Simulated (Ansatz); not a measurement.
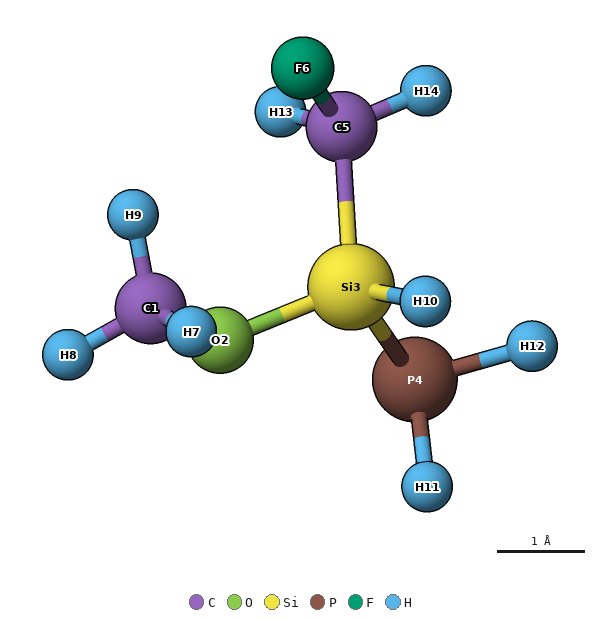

*The input geometry (ball-and-stick view, seen at a tilt; atoms are numbered from 1 in the order of the input).*

C₂H₈FOPSi: nudged elastic band

- system: C₂H₈FOPSi, SMILES CO[SiH](P)CF
- method: RKS PBE0-D4/def2-SVP (Ansatz 0.2.0)

One setting was made poor on purpose. It belongs to a series of runs on one base structure; here: band between the two ends. Figures and captions count atoms from 1; the log counts them from 0 in places.

**The program's output**
```
Engine: ansatz 0.2.0, aarch64-unknown-linux-gnu
Functional definition: PBE0
  parameter a = 0.25
  parameter kappa = 0.804
  parameter beta = 0.06672455060314922
  exchange = (1 - a)*pbe_x(kappa = kappa, mu = beta*pi^2/3) + a*exact_x
  correlation = pbe_c(beta = beta)
1393 factors; integrals over basis functions are off by at most 3.2e-4 eV
mean field evaluation 1: about -24105.6231 eV, gradient 4.7e1 eV
mean field evaluation 2: about -24102.0616 eV, gradient 6.5e1 eV
mean field evaluation 4: about -24110.3028 eV, gradient 2.6e0 eV
mean field evaluation 8: about -24110.3414 eV, gradient 1.3e-1 eV
mean field evaluation 16: about -24110.3415 eV, gradient 2.6e-5 eV
mean field -24110.34147606 eV, -886.0387066689 hartree, gradient 2.6e-5 eV, S^2 0.000000; 0 other end points of the search recorded, 0 dependent functions left out
the calculation of the forces begins
reference -24110.34150453 eV, -886.0387077152 hartree; 33, 33 occupied and 99, 99 virtual orbitals, 1393 factors
1393 factors; integrals over basis functions are off by at most 9.0e-4 eV
mean field evaluation 32: about -24110.2938 eV, gradient 2.6e-5 eV
mean field -24110.29380704 eV, -886.0369548645 hartree, gradient 7.1e-6 eV, S^2 0.000000; 0 other end points of the search recorded, 0 dependent functions left out
[... from here on the field's lines of each further geometry are left out, up to the last ...]
NEB iter   1: max|band force component| = 2.231e0 eV/Å  barrier→ = 0.3680 eV  barrier← = 0.3215 eV  Δτ_max = 0.2000 Å  (238 SCF iters)
NEB iter   2: max|band force component| = 5.990e-1 eV/Å  barrier→ = 0.1547 eV  barrier← = 0.1082 eV  Δτ_max = 0.1104 Å  (195 SCF iters)
NEB iter   3: max|band force component| = 2.880e-1 eV/Å  barrier→ = 0.1291 eV  barrier← = 0.0827 eV  CI = image 4  Δτ_max = 0.0709 Å  (201 SCF iters)
NEB iter   4: max|band force component| = 1.258e-1 eV/Å  barrier→ = 0.1187 eV  barrier← = 0.0723 eV  CI = image 4  Δτ_max = 0.1205 Å  (201 SCF iters)
NEB iter   5: max|band force component| = 1.160e-1 eV/Å  barrier→ = 0.1173 eV  barrier← = 0.0709 eV  CI = image 4  Δτ_max = 0.0599 Å  (202 SCF iters)
NEB iter   6: max|band force component| = 7.353e-2 eV/Å  barrier→ = 0.1171 eV  barrier← = 0.0706 eV  CI = image 4  Δτ_max = 0.0507 Å  (201 SCF iters)
the calculation of the forces begins
reference -24110.28946125 eV, -886.0367951596 hartree; 33, 33 occupied and 99, 99 virtual orbitals, 1393 factors
1393 factors; integrals over basis functions are off by at most 5.1e-4 eV
mean field -24110.22292458 eV, -886.0343499822 hartree, gradient 2.7e-5 eV, S^2 0.000000; 1 other end points of the search recorded, 0 dependent functions left out
the calculation of the forces begins
reference -24110.22295304 eV, -886.0343510282 hartree; 33, 33 occupied and 99, 99 virtual orbitals, 1393 factors
NEB iter   7: max|band force component| = 3.844e-2 eV/Å  barrier→ = 0.1169 eV  barrier← = 0.0705 eV  CI = image 4  Δτ_max = 0.0000 Å  (379 SCF iters)
```

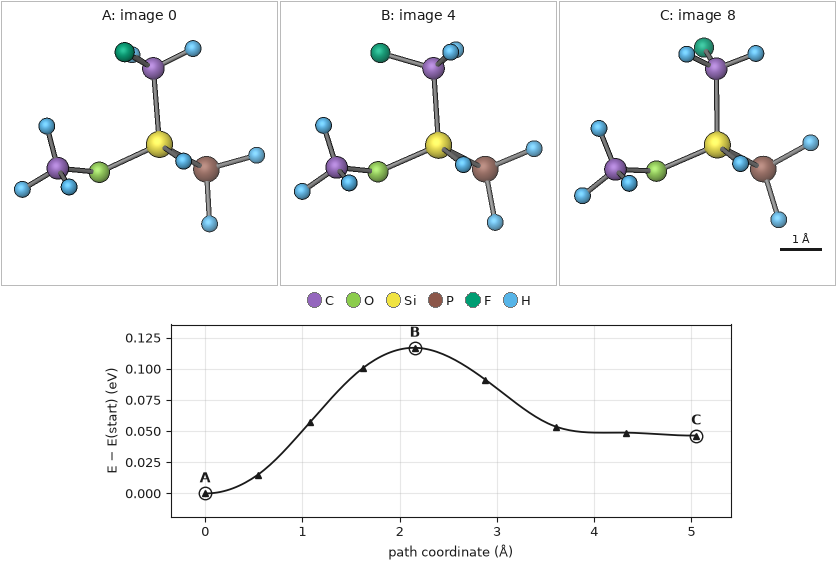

*Images of the last band (counted from 0; ball-and-stick, seen at a tilt) above the energy along the path; the line is a cubic interpolation that uses the forces.*

The highest image is number 4, 0.117 eV above the start and 0.070 eV above the end (the climbing image); the end lies 0.046 eV above the start. The path is 5.05 Å long. The band converged in 7 iterations.

```
Total energy: -24110.50407560 eV, -886.0446820917 hartree
Atom 0 at     0.301370    -1.562351     1.583735 Å, force    -0.010608    -0.004245     0.001298 eV/Å
Atom 1 at    -0.548894    -1.039910     0.593810 Å, force     0.014734    -0.001181    -0.002244 eV/Å
Atom 2 at    -0.057888     0.006024    -0.595409 Å, force    -0.000801     0.003252     0.003855 eV/Å
Atom 3 at    -1.876646     0.392113    -1.866810 Å, force     0.003660    -0.005097     0.003444 eV/Å
Atom 4 at     0.512628     1.664295     0.185927 Å, force    -0.003347     0.009077    -0.007596 eV/Å
Atom 5 at     0.417764     1.589689     1.562611 Å, force     0.001327    -0.002648     0.009427 eV/Å
Atom 6 at     1.168012    -2.090298     1.143826 Å, force    -0.000743    -0.000060     0.000637 eV/Å
Atom 7 at    -0.266878    -2.287729     2.184986 Å, force    -0.000038     0.000409    -0.000136 eV/Å
Atom 8 at     0.674963    -0.769577     2.251792 Å, force     0.000238     0.002453     0.000950 eV/Å
Atom 9 at     1.088711    -0.588514    -1.360188 Å, force    -0.001312     0.000048    -0.001380 eV/Å
Atom 10 at    -1.772868    -0.849407    -2.565840 Å, force    -0.001591     0.001402    -0.003352 eV/Å
Atom 11 at    -1.098426     1.097806    -2.840370 Å, force    -0.001262     0.003684     0.002717 eV/Å
Atom 12 at    -0.111741     2.507426    -0.161912 Å, force    -0.000138    -0.002756    -0.006072 eV/Å
Atom 13 at     1.556894     1.901231    -0.087260 Å, force    -0.000120    -0.004339    -0.001547 eV/Å
Dipole moment:     0.374399    -0.022004    -0.252343 e Å
this run last wrote the band of iteration 7 to [file]
```

**The last band as extended XYZ (Å, eV, eV/Å)**
```
14
Properties=species:S:1:pos:R:3:forces:R:3 image=0 energy=-24110.62097
C    -0.1446   -1.5068    1.6403    0.0040  -0.0113   0.0067
O    -0.7233   -0.9709    0.4773   -0.0011  -0.0017  -0.0010
Si    0.0805    0.0202   -0.5872    0.0028  -0.0036   0.0000
P    -1.3972    0.4324   -2.2408    0.0030  -0.0019  -0.0072
C     0.5156    1.6661    0.2504   -0.0060  -0.0011   0.0042
F     1.4266    1.4351    1.2697    0.0012  -0.0003  -0.0007
H     0.7042   -2.1748    1.4031   -0.0074   0.0065   0.0028
H    -0.9063   -2.0986    2.1703    0.0064   0.0070  -0.0027
H     0.2227   -0.7176    2.3186   -0.0006  -0.0027  -0.0020
H     1.3555   -0.6292   -1.0303   -0.0016   0.0008  -0.0016
H    -1.3285   -0.9069   -2.7323   -0.0014   0.0035   0.0009
H    -0.3762    0.9008   -3.1275   -0.0016   0.0013   0.0036
H    -0.3915    2.1289    0.6793    0.0001   0.0025  -0.0013
H     0.9493    2.3918   -0.4619    0.0022   0.0010  -0.0018
14
Properties=species:S:1:pos:R:3:forces:R:3 image=1 energy=-24110.60610
C    -0.0401   -1.5416    1.6419   -0.0173   0.0132  -0.0270
O    -0.7095   -0.9442    0.5586   -0.0026  -0.0138   0.0093
Si    0.0318    0.0213   -0.5703    0.0142   0.0103   0.0066
P    -1.5202    0.4219   -2.1576    0.0004  -0.0048   0.0011
C     0.5147    1.6855    0.2087    0.0012  -0.0036   0.0100
F     1.2295    1.4469    1.3727    0.0304   0.0003  -0.0191
H     0.8385   -2.1242    1.3083   -0.0026  -0.0015   0.0064
H    -0.7344   -2.2298    2.1466   -0.0059   0.0008   0.0027
H     0.3052   -0.7886    2.3691   -0.0024   0.0026   0.0061
H     1.2769   -0.6535   -1.0606   -0.0001  -0.0018   0.0003
H    -1.4050   -0.8844   -2.7229    0.0071  -0.0022  -0.0030
H    -0.5535    0.9868   -3.0488    0.0058   0.0008  -0.0034
H    -0.3837    2.2794    0.4548   -0.0037  -0.0110   0.0284
H     1.1369    2.2953   -0.4718   -0.0244   0.0107  -0.0185
14
Properties=species:S:1:pos:R:3:forces:R:3 image=2 energy=-24110.56367
C     0.0753   -1.5622    1.6305   -0.0289   0.0117  -0.0292
O    -0.6632   -0.9603    0.5947    0.0000  -0.0120   0.0134
Si    0.0013    0.0163   -0.5702    0.0230   0.0104   0.0158
P    -1.6388    0.4117   -2.0666    0.0024  -0.0072  -0.0009
C     0.5084    1.6900    0.1915   -0.0150   0.0040  -0.0072
F     0.9648    1.4884    1.4830    0.0584  -0.0075  -0.0072
H     0.9474   -2.1195    1.2405   -0.0046  -0.0008   0.0043
H    -0.5767   -2.2748    2.1569   -0.0079  -0.0025   0.0010
H     0.4390   -0.8128    2.3512   -0.0028   0.0003   0.0114
H     1.2189   -0.6498   -1.1384   -0.0004  -0.0076   0.0040
H    -1.5128   -0.8657   -2.6922    0.0126  -0.0016  -0.0045
H    -0.7364    1.0442   -2.9801    0.0086   0.0033  -0.0017
H    -0.3488    2.3861    0.2214   -0.0165  -0.0091   0.0390
H     1.3086    2.1792   -0.3934   -0.0288   0.0185  -0.0381
14
Properties=species:S:1:pos:R:3:forces:R:3 image=3 energy=-24110.52049
C     0.1915   -1.5687    1.6100   -0.0194   0.0005  -0.0129
O    -0.6068   -0.9979    0.6020    0.0041  -0.0016   0.0112
Si   -0.0269    0.0105   -0.5798    0.0090   0.0046   0.0105
P    -1.7574    0.4008   -1.9699    0.0045  -0.0080   0.0005
C     0.5055    1.6837    0.1867   -0.0117   0.0039  -0.0173
F     0.6846    1.5388    1.5502    0.0393  -0.0058   0.0085
H     1.0565   -2.1138    1.1880   -0.0040  -0.0015   0.0012
H    -0.4200   -2.2877    2.1751   -0.0056  -0.0024  -0.0002
H     0.5687   -0.8016    2.3047   -0.0008  -0.0013   0.0074
H     1.1586   -0.6259   -1.2440    0.0003  -0.0065   0.0043
H    -1.6386   -0.8556   -2.6387    0.0091   0.0015  -0.0056
H    -0.9171    1.0773   -2.9113    0.0053   0.0046  -0.0006
H    -0.2604    2.4611    0.0135   -0.0176  -0.0027   0.0214
H     1.4488    2.0499   -0.2577   -0.0126   0.0147  -0.0284
14
Properties=species:S:1:pos:R:3:forces:R:3 image=5 energy=-24110.52962
C     0.4124   -1.5389    1.5535   -0.0114  -0.0038  -0.0072
O    -0.4649   -1.1142    0.5425    0.0251  -0.0212   0.0002
Si   -0.0851   -0.0042   -0.6290   -0.0049   0.0231  -0.0036
P    -2.0080    0.3907   -1.7325    0.0046  -0.0017   0.0018
C     0.5370    1.6122    0.1883   -0.0021   0.0024  -0.0061
F     0.1062    1.6645    1.4999   -0.0270   0.0038   0.0031
H     1.3186   -2.0183    1.1388    0.0049   0.0048   0.0021
H    -0.1066   -2.2828    2.1765    0.0032   0.0034   0.0006
H     0.7193   -0.6999    2.2000    0.0001   0.0074   0.0038
H     1.0079   -0.5169   -1.5205   -0.0001   0.0059  -0.0103
H    -1.9364   -0.8304   -2.4717   -0.0087   0.0018   0.0085
H    -1.3155    1.1313   -2.7446   -0.0093   0.0017   0.0048
H     0.1615    2.5061   -0.3429    0.0241  -0.0053  -0.0241
H     1.6405    1.6716    0.1706    0.0016  -0.0223   0.0263
14
Properties=species:S:1:pos:R:3:forces:R:3 image=6 energy=-24110.56726
C     0.5070   -1.5091    1.5160   -0.0114  -0.0131   0.0020
O    -0.3740   -1.1957    0.4697    0.0303  -0.0197   0.0038
Si   -0.1072   -0.0158   -0.6671   -0.0129   0.0108   0.0197
P    -2.1253    0.4015   -1.5754    0.0364   0.0012  -0.0053
C     0.5699    1.5476    0.1815   -0.0026   0.0266   0.0185
F    -0.1113    1.7708    1.3630   -0.0057  -0.0017  -0.0113
H     1.4815   -1.8766    1.1441    0.0014   0.0064  -0.0003
H     0.0577   -2.3082    2.1248    0.0001   0.0017  -0.0025
H     0.6841   -0.6386    2.1713   -0.0039   0.0040   0.0010
H     0.9271   -0.4408   -1.6672   -0.0093   0.0011  -0.0201
H    -2.1158   -0.8048   -2.3428   -0.0027   0.0064   0.0103
H    -1.5283    1.1653   -2.6300   -0.0234   0.0014  -0.0080
H     0.4738    2.4399   -0.4645    0.0173  -0.0124  -0.0200
H     1.6476    1.4354    0.4055   -0.0137  -0.0129   0.0120
14
Properties=species:S:1:pos:R:3:forces:R:3 image=7 energy=-24110.57216
C     0.6030   -1.5824    1.4710   -0.0080  -0.0084  -0.0028
O    -0.3712   -1.1629    0.5560   -0.0029  -0.0085   0.0056
Si   -0.1465    0.0004   -0.6091    0.0123   0.0306   0.0013
P    -2.2010    0.3995   -1.4355    0.0206  -0.0140  -0.0037
C     0.5512    1.5990    0.1392    0.0029   0.0055   0.0117
F    -0.3012    2.0973    1.1023    0.0019  -0.0007  -0.0021
H     1.5289   -1.9242    0.9713    0.0004   0.0039  -0.0007
H     0.2014   -2.4274    2.0504    0.0029  -0.0002   0.0002
H     0.8688   -0.7803    2.1832   -0.0008   0.0003   0.0001
H     0.8635   -0.4545   -1.6226   -0.0078  -0.0074  -0.0059
H    -2.1851   -0.7834   -2.2381   -0.0150   0.0033  -0.0017
H    -1.6741    1.2129   -2.4897    0.0019  -0.0034   0.0043
H     0.7071    2.3640   -0.6448   -0.0034  -0.0046  -0.0060
H     1.5423    1.4128    0.5954   -0.0049   0.0036  -0.0001
14
Properties=species:S:1:pos:R:3:forces:R:3 image=8 energy=-24110.57450
C     0.1656   -1.5264    1.7200    0.0006  -0.0022   0.0051
O    -0.6219   -0.9655    0.7074    0.0015   0.0016  -0.0051
Si   -0.0418   -0.0399   -0.5466    0.0058  -0.0067  -0.0016
P    -1.8218    0.3581   -1.8613   -0.0009   0.0090   0.0007
C     0.6322    1.6370    0.0343    0.0040  -0.0040   0.0007
F    -0.3957    2.4560    0.4510   -0.0115   0.0045   0.0044
H     1.0259   -2.0921    1.3154    0.0001   0.0004   0.0000
H    -0.4532   -2.2234    2.3052    0.0012   0.0011  -0.0015
H     0.5561   -0.7591    2.4136   -0.0019  -0.0012  -0.0023
H     1.1049   -0.7541   -1.2037   -0.0037   0.0021   0.0044
H    -1.6709   -0.8641   -2.5870    0.0003  -0.0013   0.0024
H    -1.0278    1.1013   -2.7917    0.0007  -0.0032  -0.0006
H     1.1801    2.1311   -0.7902    0.0024   0.0013  -0.0074
H     1.3552    1.5119    0.8624    0.0015  -0.0014   0.0008
```

The run was set up as follows.

**The input**
```yaml
crystal:
  periodic: [false, false, false]
  atoms:
    - { symbol: C, position_ang: [-0.144554, -1.506829, 1.640272] }
    - { symbol: O, position_ang: [-0.723254, -0.970883, 0.47733] }
    - { symbol: Si, position_ang: [0.080488, 0.020233, -0.587166] }
    - { symbol: P, position_ang: [-1.397167, 0.432433, -2.240809] }
    - { symbol: C, position_ang: [0.51556, 1.666097, 0.250351] }
    - { symbol: F, position_ang: [1.42665, 1.435119, 1.269709] }
    - { symbol: H, position_ang: [0.704165, -2.174752, 1.403137] }
    - { symbol: H, position_ang: [-0.906251, -2.098575, 2.170274] }
    - { symbol: H, position_ang: [0.222745, -0.717603, 2.318551] }
    - { symbol: H, position_ang: [1.355531, -0.629157, -1.03031] }
    - { symbol: H, position_ang: [-1.328454, -0.906879, -2.73231] }
    - { symbol: H, position_ang: [-0.376236, 0.90084, -3.127548] }
    - { symbol: H, position_ang: [-0.391524, 2.128942, 0.679346] }
    - { symbol: H, position_ang: [0.949302, 2.391813, -0.461929] }
basis:
  gaussian: { orbitals: def2-SVP }
hamiltonian:
  xc: pbe0
  dispersion: d4
neb:
  order_check: false
  images: 7
  f_tol: 0.05
  max_iterations: 10
  initial_path: idpp
  final_atoms:
    - { symbol: C, position_ang: [-0.05955813, -1.57598899, 1.68192232] }
    - { symbol: O, position_ang: [-0.70413262, -0.98987431, 0.58597663] }
    - { symbol: Si, position_ang: [0.03535357, -0.02370731, -0.54782528] }
    - { symbol: P, position_ang: [-1.54838544, 0.40256349, -2.0858184] }
    - { symbol: C, position_ang: [0.60481245, 1.63908453, 0.16939296] }
    - { symbol: F, position_ang: [-0.47937857, 2.43901189, 0.46210022] }
    - { symbol: H, position_ang: [0.85443719, -2.12411901, 1.38507725] }
    - { symbol: H, position_ang: [-0.74664973, -2.29396281, 2.1548655] }
    - { symbol: H, position_ang: [0.22279089, -0.8274342, 2.44493297] }
    - { symbol: H, position_ang: [1.26954909, -0.71101086, -1.0588489] }
    - { symbol: H, position_ang: [-1.28546062, -0.79647891, -2.81823588] }
    - { symbol: H, position_ang: [-0.64023171, 1.17801766, -2.87471903] }
    - { symbol: H, position_ang: [1.25706986, 2.16094234, -0.55618156] }
    - { symbol: H, position_ang: [1.20678477, 1.49375549, 1.08625919] }
```

Command:
```bash
ansatz run input.yaml --threads 2 --pin off --max-ram 3072MiB --backend cpu --events-out ev --progress --plain --runs-dir out
```

**Results in brief**

```csv
quantity,value
outcome,converged
"barrier, forward",0.117 eV
"barrier, backward",0.070 eV
hardware,"2 threads of Arm Neoverse V1, 24 GiB of memory available, shared host"
wall time,4.4 min (CPU time 8.6 min)
peak memory,0.34 GiB
```

**Notes**

A deliberately poor setting: few iterations. The order of the saddle point was not checked.
